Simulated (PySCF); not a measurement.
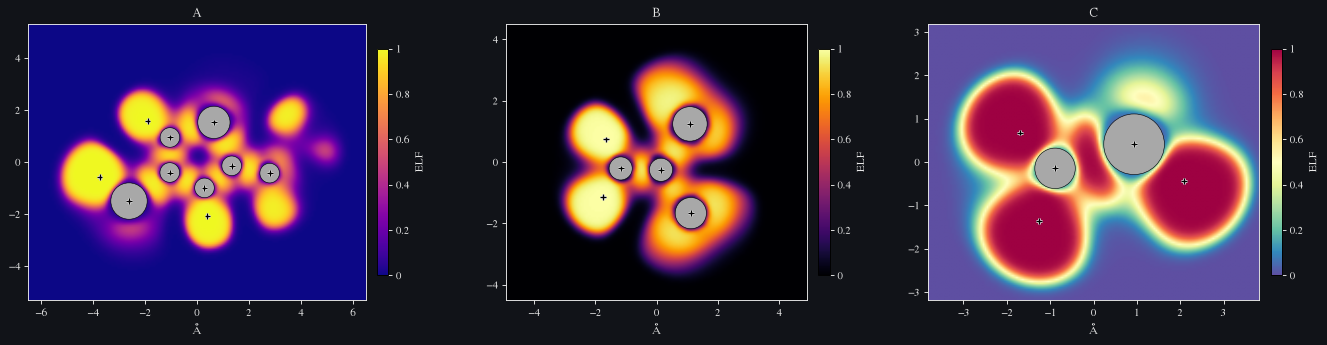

The ELF of 3 systems, each on a plane through atoms (crosses mark nuclei in the plane; grey discs cover the cores).

These are results of PySCF, PBE0/pcSseg-1, SCF density, gas phase, non-relativistic, not measurements.

System 1: C₇H₁₄PSi (charge +1), the plane of atoms C5, Si6 and H18. Geometry: GFN2-xTB.

```xyz
23

C    -2.6092   -1.0687    1.0098
C    -1.7062   -1.3825   -0.1794
C    -0.4171   -0.6417   -0.0906
C     0.8336   -1.0462   -0.3801
C     1.9079   -0.0721   -0.1832
Si    3.7289   -0.5248   -0.5528
C     1.4796    1.1225    0.2732
P    -0.2956    1.0712    0.4752
C    -1.2261    2.2753   -0.5004
H    -2.8106    0.0030    1.0676
H    -2.1437   -1.3891    1.9394
H    -3.5590   -1.5864    0.9098
H    -1.5047   -2.4536   -0.2314
H    -2.2171   -1.1022   -1.1060
H     1.0640   -2.0350   -0.7415
H     3.9826   -1.7146    0.2546
H     3.7530   -0.7952   -1.9881
H     4.5207    0.6341   -0.1590
H     2.0914    1.9782    0.4929
H    -0.6560    1.2005    1.7992
H    -0.9815    3.2817   -0.1583
H    -2.2969    2.1024   -0.3918
H    -0.9428    2.1701   -1.5488
```

System 2: BH₅Si (boranylsilane), the plane of atoms B1, Si2 and H6. Geometry: GFN2-xTB, MD frame at 250 fs, 200 K.

```xyz
7

B     1.1490    0.1084    0.2160
Si   -0.7280   -0.0167   -0.0920
H     1.5296    1.0390    0.7748
H     1.9837   -0.7541   -0.1776
H    -1.2212    1.1347   -0.8517
H    -1.4063   -1.0792   -0.7662
H    -1.5749    0.2583    1.0589
```

System 3: C₃H₅ClS (SMILES C=C(Cl)SC), the plane of atoms C2, C1 and H6. Geometry: GFN2-xTB, MD frame at 250 fs, 400 K.

```yaml
atoms:
  - { symbol: C, position_ang: [-2.0218, 0.1703, 0.0805] }
  - { symbol: C, position_ang: [-0.8218, -0.2584, 0.4063] }
  - { symbol: Cl, position_ang: [-0.2945, -1.8926, 0.4302] }
  - { symbol: S, position_ang: [0.4642, 0.8948, 0.7878] }
  - { symbol: C, position_ang: [1.5406, 0.6670, -0.5789] }
  - { symbol: H, position_ang: [-2.1994, 1.2139, 0.0419] }
  - { symbol: H, position_ang: [-2.8722, -0.5450, 0.0436] }
  - { symbol: H, position_ang: [0.9505, 0.3691, -1.4158] }
  - { symbol: H, position_ang: [2.0994, -0.3150, -0.4472] }
  - { symbol: H, position_ang: [2.2274, 1.5493, -0.5928] }
```

> Which map belongs to which system?

Panel A is system 1, C₇H₁₄PSi: the plane holds C, Si, P and H. C–C (1.35 Å): the ELF peaks at about 0.90 between the atoms, as expected for a covalent bond. Panel B is system 3, C₃H₅ClS: the plane holds C, Cl, S and H. C–C (1.32 Å): the ELF peaks at about 0.95 between the atoms (a multiple bond). Panel C is system 2, BH₅Si: the plane holds B, Si and H. Si–B (1.91 Å): the ELF peaks at about 1 between the atoms, as expected for a covalent bond.
